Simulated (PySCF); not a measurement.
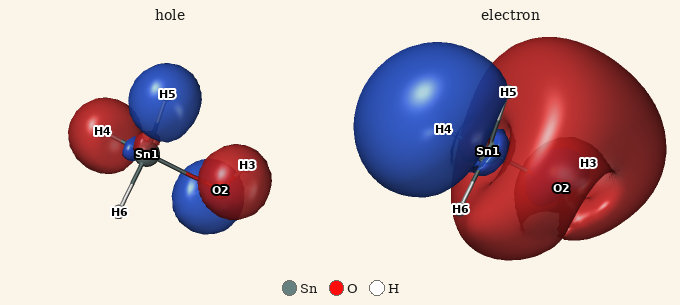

Figure 1: Sn(OH)H3 (H4OSn). Leading natural transition orbital pair of S₁ (CIS singlet states); the surfaces enclose about 78 % of each orbital's density.

Computed with PySCF, HF/def2-SVPD, geometry: GFN2-xTB. Core potentials replace the inner electrons of Sn; spin–orbit coupling isn't included. No frequency check shows the geometry to be a minimum. GFN2-xTB bond lengths at metals and heavier atoms can be off by up to 0.1 Å and shapes distorted, which carries into these values.

Input script:

```python
import numpy as np
from pyscf import gto, scf, dft, tdscf
from pyscf.scf import atom_ks, atom_hf
from scipy.linalg import block_diag

def solve(mol, dm0=None, hcore=None):
    mf = scf.UHF(mol) if mol.spin else scf.RHF(mol)
    mf = mf.density_fit(auxbasis='def2-universal-jkfit')
    mf.conv_tol, mf.max_cycle = 1e-8, 80
    if hcore is not None:
        mf.get_hcore = lambda *args: hcore
    mf.kernel(dm0)
    if not mf.converged:
        mf = mf.newton().run(mf.mo_coeff, mf.mo_occ, max_cycle=30)
    assert mf.converged, 'SCF not converged'
    return mf

mol = gto.M(atom='''
Sn    -0.26691     0.00151     0.00007
O      1.66879    -0.10148    -0.00016
H      2.16508     0.71301    -0.00264
H     -0.75705     0.77814    -1.39030
H     -0.75293     0.83976     1.35599
H     -0.66019    -1.59432     0.03456
''', basis='def2-svpd', ecp={'Sn': 'def2-svpd'}, charge=0, spin=0, verbose=4)
mf = solve(mol)
td = mf.TDA()
td.nstates, td.singlet, td.conv_tol = 5, True, 1e-5
td.kernel()
td.analyze()
x, y = np.array([p[0] for p in td.xy]), np.array([p[1] + 0 * p[0] for p in td.xy])
f, mu = td.oscillator_strength(), td.transition_dipole()
nto = [td.get_nto(state=i + 1, verbose=4) for i in range(len(td.e))]
# spherically averaged free atoms, for the promolecule
atm = scf.atom_hf.get_atm_nrhf(mol)
pro = block_diag(*[(atm[a[0]][2] * atm[a[0]][3]) @ atm[a[0]][2].T for a in mol._atom])
np.savez('result.npz', e=td.e, f=f, ok=td.converged, w=[n[0] for n in nto], nto=[n[1] for n in nto], x=x, y=y, c=mf.mo_coeff, occ=mf.mo_occ, eps=mf.mo_energy, pro=pro, mu=mu)
```

Command:

```sh
OMP_NUM_THREADS=1 python input.py
```

The run took 24 s on 1 thread of Intel(R) Xeon(R) Processor @ 2.70GHz, with other jobs on the host, peak memory 0.17 GiB.

Give its energy and the atoms that hole and electron lie on.

7.78 eV (159 nm), f = 0.004, partly diffuse acceptor orbital; the leading pair carries 94 %; hole on O2 (51 %), Sn1 (20 %) and H4 and H5 (13 % each), electron on Sn1 (56 %), O2 (17 %) and H3 (14 %) (atom shares of so diffuse an orbital are rough); their centroids lie 0.4 Å apart. In canonical orbitals it is mainly HOMO → LUMO+1 (60 %). The HOMO–LUMO gap is 13.73 eV.
